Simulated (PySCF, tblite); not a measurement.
**C₅H₁₃NSSi: geometry, infrared bands and NMR shifts**

Wanted: the infrared bands and NMR shifts of C₅H₁₃NSSi (`CN(CC1CC1)[SiH2]S`), by calculation.

The runs use tblite 0.8.0 and PySCF 2.14.0, with density-fitted response routines of our own; the level of theory stands in each step. All values are computed, except where a source is named. Atoms are numbered from 0 throughout.

**1. Starting geometry**

21 atoms, charge 0, multiplicity 1; geometry from: force field or distance geometry start.

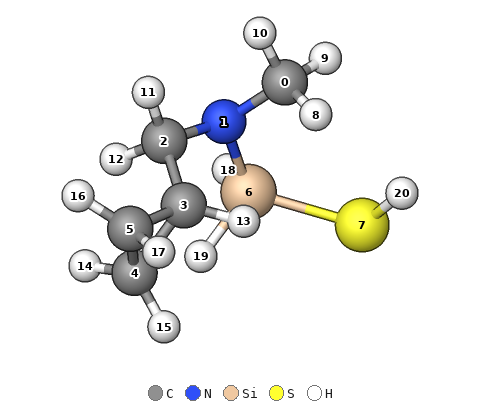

The starting geometry (carbon grey, nitrogen blue, silicon light orange, sulfur yellow, hydrogen white), atoms numbered.

**2. Relaxing the molecule with GFN2-xTB**

Job settings and geometry (Å):

```
{"job": {"kind": "relax", "xc": "GFN2-xTB", "basis": "xTB"}, "charge": 0, "multiplicity": 1}
C      1.458200    -0.672500     1.517400
N      0.880400     0.499300     0.914200
C     -0.533700     0.519500     0.847300
C     -1.058400    -0.398700    -0.227200
C     -1.852700     0.303200    -1.302900
C     -2.546000    -0.623400    -0.358000
Si     1.676700     1.096900    -0.534300
S      3.064900    -0.246900    -1.416400
H      1.286200    -1.613800     0.964800
H      2.539600    -0.583400     1.739900
H      0.962700    -0.793400     2.518100
H     -0.966400     0.220800     1.821600
H     -0.851500     1.565900     0.573400
H     -0.339400    -1.126900    -0.661400
H     -2.070800     1.397100    -1.132200
H     -1.626600    -0.011600    -2.336300
H     -3.234000    -0.144900     0.386700
H     -2.809400    -1.647700    -0.727900
H      2.343600     2.390500    -0.259600
H      0.607600     1.399100    -1.496400
H      3.060000    -1.512300    -0.831400
```

Command:

```console
OMP_NUM_THREADS=1 python probes_run.py task.json out
```

One launch serves the whole session: the jobs run in the order shown.

Log:

```text
step      E/eV     max force
  0    -686.56466    2.108
  1    -686.81735    0.968
  2    -686.93270    0.553
  3    -686.98637    0.583
  4    -687.03826    0.496
  5    -687.08173    0.446
  6    -687.12393    0.417
  7    -687.15328    0.349
  8    -687.17291    0.284
  9    -687.18543    0.241
 10    -687.19577    0.234
 11    -687.20607    0.222
 12    -687.21490    0.178
 13    -687.22286    0.190
 14    -687.22951    0.173
 15    -687.23427    0.164
 16    -687.23809    0.144
 17    -687.24204    0.129
 18    -687.24686    0.178
 19    -687.25270    0.174
 20    -687.25913    0.181
 21    -687.26581    0.210
 22    -687.27232    0.178
 23    -687.27789    0.149
 24    -687.28235    0.137
 25    -687.28609    0.158
 26    -687.28944    0.141
 27    -687.29272    0.124
 28    -687.29585    0.111
 29    -687.29864    0.127
 30    -687.30108    0.123
 31    -687.30323    0.108
 32    -687.30530    0.119
 33    -687.30749    0.131
 34    -687.30981    0.126
 35    -687.31221    0.097
 36    -687.31465    0.117
 37    -687.31698    0.109
 38    -687.31908    0.087
 39    -687.32088    0.090
 40    -687.32251    0.090
 41    -687.32419    0.087
 42    -687.32576    0.153
 43    -687.32769    0.119
 44    -687.32998    0.109
 45    -687.33555    0.161
 46    -687.33879    0.169
 47    -687.34488    0.211
 48    -687.34763    0.195
 49    -687.35024    0.114
 50    -687.35203    0.099
 51    -687.35595    0.121
 52    -687.35910    0.153
 53    -687.36227    0.152
 54    -687.36379    0.130
 55    -687.36488    0.162
 56    -687.36618    0.108
 57    -687.36881    0.077
 58    -687.37039    0.096
 59    -687.37203    0.097
 60    -687.37329    0.088
 61    -687.37521    0.094
 62    -687.37762    0.158
 63    -687.37885    0.118
 64    -687.38089    0.072
 65    -687.38202    0.075
 66    -687.38330    0.065
 67    -687.38451    0.071
 68    -687.38555    0.057
 69    -687.38649    0.059
 70    -687.38739    0.059
 71    -687.38821    0.062
 72    -687.38893    0.057
 73    -687.38958    0.057
 74    -687.39031    0.055
 75    -687.39121    0.056
 76    -687.39217    0.055
 77    -687.39295    0.081
 78    -687.39357    0.076
 79    -687.39418    0.052
 80    -687.39503    0.039
 81    -687.39563    0.048
 82    -687.39646    0.048
 83    -687.39707    0.048
 84    -687.39755    0.042
 85    -687.39795    0.043
 86    -687.39831    0.030
 87    -687.39867    0.039
 88    -687.39903    0.040
 89    -687.39938    0.040
 90    -687.39974    0.041
 91    -687.40012    0.043
 92    -687.40056    0.048
 93    -687.40113    0.054
 94    -687.40193    0.063
 95    -687.40293    0.068
 96    -687.40393    0.066
 97    -687.40483    0.067
 98    -687.40579    0.075
 99    -687.40699    0.076
100    -687.40843    0.095
101    -687.40980    0.076
102    -687.41090    0.071
103    -687.41180    0.068
104    -687.41274    0.066
105    -687.41399    0.079
106    -687.41491    0.081
107    -687.41599    0.086
108    -687.41697    0.072
109    -687.41795    0.078
110    -687.41883    0.089
111    -687.41956    0.092
112    -687.42037    0.072
113    -687.42108    0.065
114    -687.42183    0.078
115    -687.42273    0.072
116    -687.42367    0.061
117    -687.42432    0.047
118    -687.42469    0.044
119    -687.42504    0.040
120    -687.42542    0.043
121    -687.42584    0.047
122    -687.42619    0.046
123    -687.42652    0.040
124    -687.42688    0.035
125    -687.42730    0.039
126    -687.42781    0.044
127    -687.42829    0.040
128    -687.42861    0.038
129    -687.42887    0.038
130    -687.42911    0.046
131    -687.42937    0.038
132    -687.42960    0.028
133    -687.42981    0.026
134    -687.42996    0.027
135    -687.43026    0.038
136    -687.43054    0.040
137    -687.43080    0.040
138    -687.43105    0.043
139    -687.43135    0.041
140    -687.43175    0.037
141    -687.43223    0.047
142    -687.43262    0.050
143    -687.43301    0.047
144    -687.43346    0.049
145    -687.43380    0.059
146    -687.43424    0.050
147    -687.43452    0.037
148    -687.43489    0.049
149    -687.43507    0.077
150    -687.43537    0.054
151    -687.43600    0.040
152    -687.43634    0.040
153    -687.43682    0.079
154    -687.43713    0.072
155    -687.43761    0.045
156    -687.43801    0.049
157    -687.43829    0.039
158    -687.43858    0.045
159    -687.43878    0.033
160    -687.43892    0.035
161    -687.43904    0.031
162    -687.43923    0.025
163    -687.43937    0.032
164    -687.43953    0.028
165    -687.43965    0.022
166    -687.43972    0.014
167    -687.43977    0.013
168    -687.43980    0.015
169    -687.43984    0.012
170    -687.43988    0.012
171    -687.43993    0.012
172    -687.43998    0.014
173    -687.44006    0.018
174    -687.44015    0.021
175    -687.44025    0.020
176    -687.44036    0.020
177    -687.44051    0.024
178    -687.44071    0.033
179    -687.44094    0.040
180    -687.44115    0.036
181    -687.44131    0.033
182    -687.44146    0.026
183    -687.44165    0.021
184    -687.44185    0.020
185    -687.44199    0.027
186    -687.44210    0.028
187    -687.44221    0.025
188    -687.44232    0.023
189    -687.44245    0.027
190    -687.44259    0.032
191    -687.44274    0.030
192    -687.44285    0.022
193    -687.44296    0.025
194    -687.44306    0.026
195    -687.44318    0.025
196    -687.44330    0.028
197    -687.44341    0.025
198    -687.44349    0.019
199    -687.44356    0.020
200    -687.44363    0.018
201    -687.44371    0.017
202    -687.44380    0.018
203    -687.44388    0.019
204    -687.44398    0.024
205    -687.44411    0.024
206    -687.44427    0.029
207    -687.44442    0.023
208    -687.44455    0.021
209    -687.44468    0.025
210    -687.44484    0.028
211    -687.44505    0.032
212    -687.44534    0.043
213    -687.44575    0.051
214    -687.44632    0.051
215    -687.44696    0.059
216    -687.44770    0.055
217    -687.44836    0.060
218    -687.44924    0.072
219    -687.45003    0.095
220    -687.45101    0.087
221    -687.45212    0.063
222    -687.45285    0.082
223    -687.45342    0.074
224    -687.45390    0.059
225    -687.45434    0.040
226    -687.45456    0.039
227    -687.45475    0.031
228    -687.45488    0.019
229    -687.45495    0.013
230    -687.45498    0.010
231    -687.45501    0.009
```

Run time: 5.9 s. Hardware: 1 thread of Intel Xeon at 2.50GHz, shared host; peak memory 0.18 GiB.

Along the way: (not every step is listed)

| step | energy from step 0 (eV) | largest force (eV/Å) |
| --- | --- | --- |
| 0 | 0.0000 | 2.1082 |
| 1 | -0.2527 | 0.9684 |
| 2 | -0.3680 | 0.5529 |
| 3 | -0.4217 | 0.5825 |
| 4 | -0.4736 | 0.4964 |
| 5 | -0.5171 | 0.4460 |
| 6 | -0.5593 | 0.4167 |
| 7 | -0.5886 | 0.3494 |
| 8 | -0.6082 | 0.2841 |
| 29 | -0.7340 | 0.1273 |
| 50 | -0.7874 | 0.0993 |
| 71 | -0.8235 | 0.0620 |
| 92 | -0.8359 | 0.0478 |
| 113 | -0.8564 | 0.0646 |
| 134 | -0.8653 | 0.0275 |
| 155 | -0.8729 | 0.0448 |
| 176 | -0.8757 | 0.0201 |
| 197 | -0.8787 | 0.0250 |
| 218 | -0.8846 | 0.0725 |
| 226 | -0.8899 | 0.0395 |
| 227 | -0.8901 | 0.0311 |
| 228 | -0.8902 | 0.0192 |
| 229 | -0.8903 | 0.0132 |
| 230 | -0.8903 | 0.0103 |
| 231 | -0.8904 | 0.0093 |

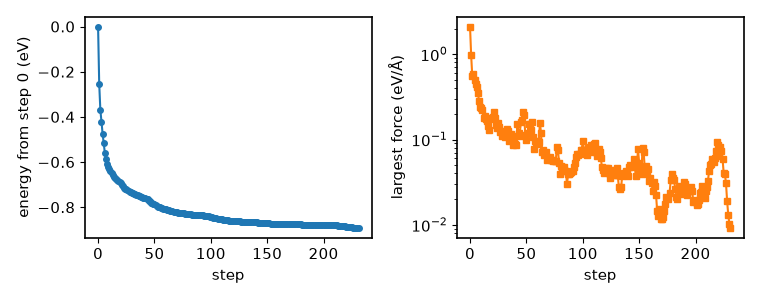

Energy and largest force along the relaxation.

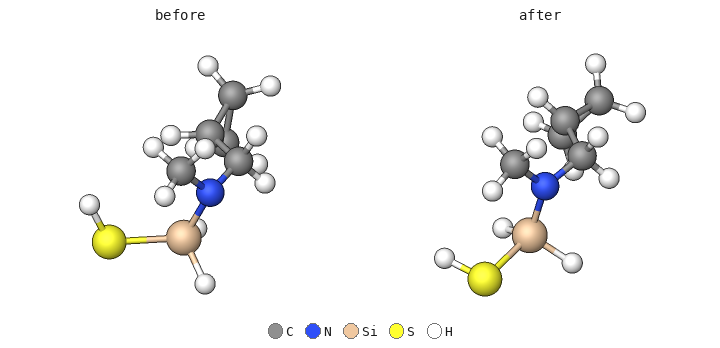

Before and after, at one scale.

Close pairs (by a distance rule), those that changed most:

| bond | before (Å) | after (Å) | change (Å) |
| --- | --- | --- | --- |
| S7–H20 | 1.394 | 1.324 | -0.070 |
| C4–H14 | 1.128 | 1.080 | -0.049 |
| N1–Si6 | 1.758 | 1.712 | -0.046 |
| C5–H16 | 1.121 | 1.080 | -0.042 |
| C5–H17 | 1.120 | 1.079 | -0.041 |
| C2–H12 | 1.127 | 1.092 | -0.035 |
| N1–C2 | 1.416 | 1.447 | +0.031 |
| C0–H10 | 1.123 | 1.092 | -0.031 |

The end geometry stands in the next job.

**3. Harmonic vibrations with GFN2-xTB**

Job settings and geometry (Å):

```
{"job": {"kind": "ir", "xc": "GFN2-xTB", "basis": "xTB"}, "charge": 0, "multiplicity": 1}
C      1.482118    -1.002486     1.243515
N      0.903071     0.190597     0.667755
C     -0.512535     0.351581     0.920966
C     -1.388496    -0.509875     0.038915
C     -1.790656    -0.011816    -1.315831
C     -2.807751    -0.104226    -0.220009
Si     1.612959     1.071813    -0.616540
S      3.754064     0.917467    -0.461928
H      1.137825    -1.917673     0.751115
H      2.565852    -0.951646     1.161845
H      1.218216    -1.061193     2.301996
H     -0.703385     0.112508     1.974477
H     -0.767530     1.400879     0.757086
H     -1.194217    -1.571380     0.135195
H     -1.455074     0.970915    -1.611124
H     -1.846237    -0.715430    -2.132449
H     -3.161445     0.814358     0.223276
H     -3.561085    -0.874710    -0.278930
H      1.314949     2.481826    -0.412549
H      1.313250     0.637802    -1.985758
H      3.877187    -0.212368    -1.141496
```

Log:

```text
mode    cm-1     km/mol
  1      42.5      1.26
  2      45.3      3.35
  3      73.9      0.49
  4     109.4     29.21
  5     134.1      8.11
  6     149.2      1.33
  7     192.5      1.59
  8     248.9      1.64
  9     283.4      1.66
 10     318.2      0.25
 11     424.2      1.92
 12     482.2      8.98
 13     498.1     85.27
 14     516.9     56.20
 15     605.6     15.18
 16     705.8     35.00
 17     714.6     15.23
 18     771.4    390.25
 19     784.9    193.88
 20     800.7      8.20
 21     844.6      7.31
 22     878.9      2.95
 23     914.0      4.43
 24    1000.6     16.02
 25    1036.2      4.43
 26    1043.6    104.72
 27    1072.4      1.11
 28    1076.4      2.03
 29    1101.3      3.40
 30    1103.1      0.41
 31    1121.0      5.57
 32    1156.4      0.04
 33    1190.0     39.17
 34    1215.4     48.41
 35    1250.9      0.86
 36    1321.2     49.42
 37    1327.0     19.72
 38    1394.2      3.49
 39    1421.2      3.98
 40    1441.5      0.01
 41    1470.2      1.44
 42    1483.3      4.07
 43    1494.1      0.48
 44    1500.8      4.12
 45    2207.8    261.31
 46    2323.9    177.74
 47    2469.4    130.32
 48    2907.9     55.93
 49    2920.9     46.09
 50    2965.9     24.94
 51    2970.6     57.96
 52    3025.0     19.44
 53    3044.9     29.42
 54    3088.5     20.64
 55    3089.8     12.65
 56    3091.3     24.43
 57    3109.7     72.52
```

It took 2.9 s on 1 thread of Intel Xeon at 2.50GHz, shared host; peak memory 0.18 GiB.

Which atoms move in the most intense modes:

| cm⁻¹ | km/mol | atoms |
| --- | --- | --- |
| 498 | 85.3 | H18 43 %, H19 30 %, Si6 14 % |
| 771 | 390.2 | H19 31 %, H18 23 %, Si6 19 % |
| 785 | 193.9 | H18 47 %, H19 43 % |
| 1044 | 104.7 | H9 24 %, C2 16 %, N1 13 %, C0 12 % |
| 2208 | 261.3 | H19 95 % |
| 2324 | 177.7 | H18 95 % |
| 2469 | 130.3 | H20 97 % |
| 3110 | 72.5 | H17 27 %, H16 21 %, H15 20 %, H14 19 % |

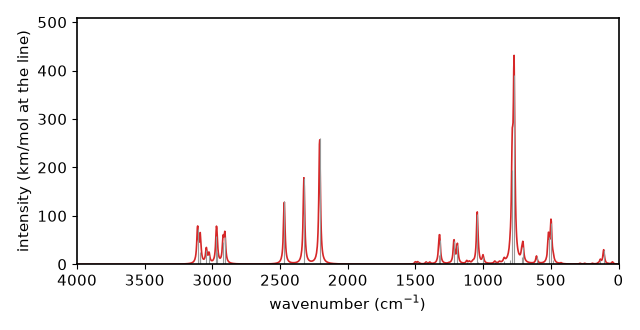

The infrared spectrum from these modes, unscaled. Lines are broadened to a width of 14 cm⁻¹ (Lorentzian).

**4. Nuclear shieldings: PBE0/pcSseg-1**

Same as in step 3 but for these lines:

```diff
@@ -1,2 +1,2 @@
-{"job": {"kind": "ir", "xc": "GFN2-xTB", "basis": "xTB"}, "charge": 0, "multiplicity": 1}
+{"job": {"kind": "nmr", "xc": "PBE0", "basis": "pcSseg-1"}, "charge": 0, "multiplicity": 1}
 C      1.482118    -1.002486     1.243515
```

Level: GIAO PBE0/pcSseg-1 NMR shielding, non-relativistic, gas phase.

Log:

```text
coarse grid: 17800 points
cycle   1  E = -940.0698377501  dE =  9.464e-01  |g| = 4.337e-01  |ddm| = 4.047e+00
cycle   2  E = -940.0581956188  dE =  1.164e-02  |g| = 5.090e-01  |ddm| = 1.049e+00
cycle   3  E = -940.1206389484  dE = -6.244e-02  |g| = 7.212e-02  |ddm| = 6.137e-01
cycle   4  E = -940.1214692077  dE = -8.303e-04  |g| = 3.676e-02  |ddm| = 1.059e-01
cycle   5  E = -940.1217600445  dE = -2.908e-04  |g| = 5.517e-03  |ddm| = 4.166e-02
cycle   6  E = -940.1217662243  dE = -6.180e-06  |g| = 2.035e-03  |ddm| = 7.472e-03
final grid: 160544 points
cycle   7  E = -940.1694199001  dE = -4.971e-05  |g| = 1.029e-02  |ddm| = 3.973e-02
cycle   8  E = -940.1694085601  dE =  1.134e-05  |g| = 1.226e-02  |ddm| = 2.277e-02
cycle   9  E = -940.1694469544  dE = -3.839e-05  |g| = 9.483e-04  |ddm| = 1.280e-02
cycle  10  E = -940.1694471278  dE = -1.734e-07  |g| = 3.288e-04  |ddm| = 1.290e-03
cycle  11  E = -940.1694471495  dE = -2.170e-08  |g| = 7.277e-05  |ddm| = 3.530e-04
cycle  12  E = -940.1694471505  dE = -1.031e-09  |g| = 2.666e-05  |ddm| = 9.601e-05
cycle  13  E = -940.1694471507  dE = -1.673e-10  |g| = 3.457e-06  |ddm| = 2.565e-05
converged SCF energy = -940.1694471507

GIAO shielding tensors (ppm)
atom      isotropic    diamagn.    paramagn.     s11        s22        s33       span
  0 C      150.176     245.119     -94.942    125.618    140.598    184.313     58.695
  1 N      227.681     330.186    -102.504    192.777    215.882    274.385     81.607
  2 C      125.348     244.042    -118.694     99.383    124.825    151.837     52.454
  3 C      174.529     248.946     -74.416    138.181    172.617    212.789     74.608
  4 C      178.192     251.599     -73.407    146.191    174.654    213.729     67.538
  5 C      183.067     257.174     -74.107    156.938    177.564    214.699     57.761
  6 Si     380.249     881.393    -501.144    313.574    375.581    451.593    138.018
  7 S      724.051    1057.715    -333.664    664.645    713.931    793.577    128.932
  8 H       29.077      31.415      -2.338     24.234     27.501     35.498     11.264
  9 H       28.093      30.750      -2.657     21.511     30.054     32.713     11.202
 10 H       29.506      29.656      -0.150     25.343     26.538     36.637     11.294
 11 H       28.283      31.391      -3.108     22.284     29.158     33.406     11.122
 12 H       29.747      33.017      -3.270     24.245     31.657     33.340      9.094
 13 H       30.492      32.812      -2.320     23.061     30.111     38.302     15.241
 14 H       31.786      32.480      -0.694     27.157     28.791     39.410     12.253
 15 H       31.191      31.235      -0.043     25.916     26.543     41.115     15.199
 16 H       31.635      32.042      -0.406     25.463     29.140     40.303     14.839
 17 H       31.252      30.782       0.470     25.146     26.702     41.908     16.763
 18 H       26.752      30.534      -3.783     22.391     25.794     32.069      9.678
 19 H       26.021      31.625      -5.605     19.744     27.392     30.926     11.182
 20 H       31.305      31.682      -0.377     23.846     27.966     42.102     18.256
```

Wall time 1.8 min (1 thread of Intel Xeon at 2.50GHz, shared host); peak memory 1 GiB.

The references, computed at this level on geometries of the same kind, shield at (ppm): 1H TMS 31.72, 13C TMS 186.9, 29Si TMS 349.2, 15N NH3 267.7, 33S CS2 504. Their shielding less the atom's gives the shift. The references are single molecules in the gas phase, so shifts against H2O, NH3, PH3, H3PO4 or CFCl3 are not on the usual liquid scales and can be off by tens of ppm. Atoms listed in one row are averaged.

| atoms | environment | σ (ppm) | δ (ppm) | δ scaled to CDCl3 |
| --- | --- | --- | --- | --- |
| C2 | sp3 CH2 bonded to N | 125.3 | 61.6 | 58.2 |
| C0 | methyl carbon bonded to N | 150.2 | 36.7 | 34.0 |
| C3 | three-membered-ring carbon | 174.5 | 12.4 | 10.2 |
| C4, C5 | three-membered-ring carbon | 180.6 | 6.3 | 4.2 |
| H18, H19 | hydrogen on a silicon bonded to N, S | 26.39 | 5.33 | – |
| H8, H9, H10 | hydrogen on a methyl carbon bonded to N | 28.89 | 2.82 | 2.77 |
| H11, H12 | hydrogen on an sp3 CH2 bonded to N | 29.01 | 2.70 | 2.65 |
| H13 | hydrogen on a three-membered-ring carbon | 30.49 | 1.23 | 1.26 |
| H15, H17 | hydrogen on a three-membered-ring carbon | 31.22 | 0.50 | 0.57 |
| H20 | hydrogen on a sulfur bonded to Si | 31.30 | 0.41 | – |
| H14, H16 | hydrogen on a three-membered-ring carbon | 31.71 | 0.01 | 0.11 |
| N1 | nitrogen bonded to 2 C, Si | 227.7 | 40.0 | – |
| Si6 | silicon bonded to N, S, 2 H | 380.2 | -31.1 | – |
| S7 | sulfur bonded to Si, H | 724 | -220 | – |

The scaled column applies a straight-line fit of computed shieldings to shifts measured in CDCl3, with any fitted terms for Cl, Br or S neighbours (root-mean-square error 0.16 ppm for H, 1.9 ppm for C).

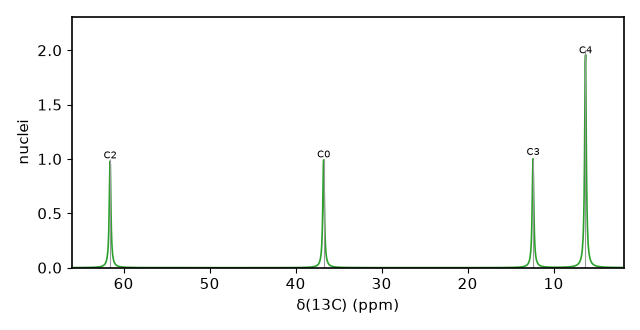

13C lines at the computed shifts, without couplings. Lines are broadened to a width of 0.22 ppm (Lorentzian).

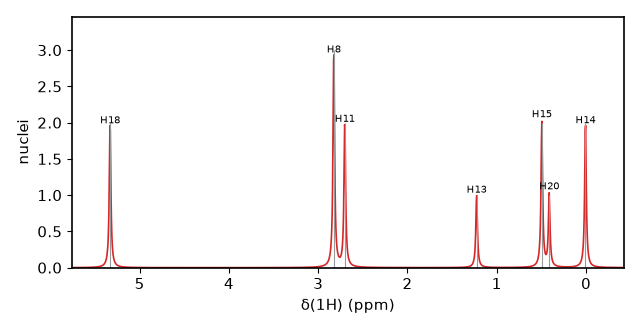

1H lines at the computed shifts, without couplings. Lines are broadened to a width of 0.02 ppm (Lorentzian).

The run also stored atomic charges by several schemes (e):

| atoms | Mulliken | IAO | Hirshfeld | ESP fit |
| --- | --- | --- | --- | --- |
| C0 | -0.06 | -0.30 | -0.07 | -0.22 |
| N1 | -0.77 | -0.52 | -0.18 | -0.10 |
| C2 | 0.08 | -0.14 | -0.02 | -0.65 |
| C3 | -0.30 | -0.15 | -0.05 | 0.28 |
| C4, C5 | -0.20 | -0.30 | -0.09 | -0.35 |
| Si6 | 0.69 | 0.81 | 0.34 | 0.47 |
| S7 | -0.41 | -0.32 | -0.14 | -0.41 |

ESP fit charges:

C0 -0.22; N1 -0.10; C2 -0.65; C3 0.28; C4 -0.17; C5 -0.53; Si6 0.47; S7 -0.41; H8 0.09; H9 0.07; H10 0.11; H11 0.21; H12 0.22; H13 0.05; H14 0.11; H15 0.10; H16 0.19; H17 0.18; H18 -0.06; H19 -0.15; H20 0.23

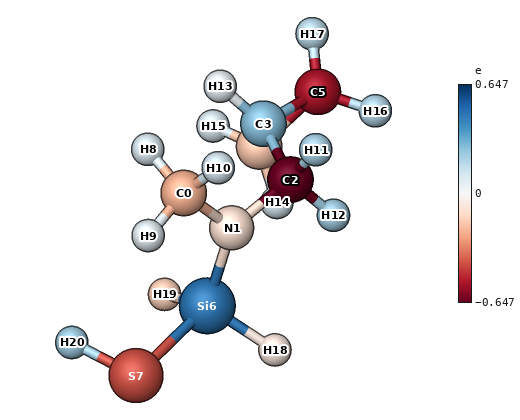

ESP fit charges, as colours on the atoms.

Mayer bond orders: C0–N1 0.95, N1–C2 0.96, C2–C3 1.00, C3–C4 0.95, C4–C5 0.97, N1–Si6 1.00, Si6–S7 1.00, C5–C3 0.96.

Ring of atoms C3, C4, C5: NICS(0) -43.7, NICS(1) -8.8, NICS(1)zz -22.3 ppm (means of both faces).

In rings of three or four atoms NICS is ruled by the nearby σ bonds, so it says little on aromaticity.

**5. Results**

```
                                                               quantity                                         value
                              strongest single infrared mode (GFN2-xTB)                          771 cm⁻¹, 390 km/mol
                                           zero-point energy (GFN2-xTB)                                105.8 kcal/mol
13C shifts against TMS (PBE0/pcSseg-1, means over atoms taken as alike)                     61.6, 36.7, 12.4, 6.3 ppm
 1H shifts against TMS (PBE0/pcSseg-1, means over atoms taken as alike)  5.33, 2.82, 2.70, 1.23, 0.50, 0.41, 0.01 ppm
                                 15N shifts against NH3 (PBE0/pcSseg-1)                                      40.0 ppm
                                29Si shifts against TMS (PBE0/pcSseg-1)                                     -31.1 ppm
                                 33S shifts against CS2 (PBE0/pcSseg-1)                                      -220 ppm
```

What this shows: Relaxing lowered the energy by 0.890 eV in 231 steps; the close pair that moved most is S7–H20, from 1.394 to 1.324 Å. No mode is imaginary among the 57: a minimum at this level. The strongest single mode, at 771 cm⁻¹, is spread over several atoms, H19, H18, Si6 among them. Unscaled tight-binding wavenumbers are off by several per cent, some by more. Its intensities can rank the bands wrongly. At PBE0/pcSseg-1: The widest tensor belongs to Si6: span 138 ppm, with a paramagnetic part of -501 ppm.
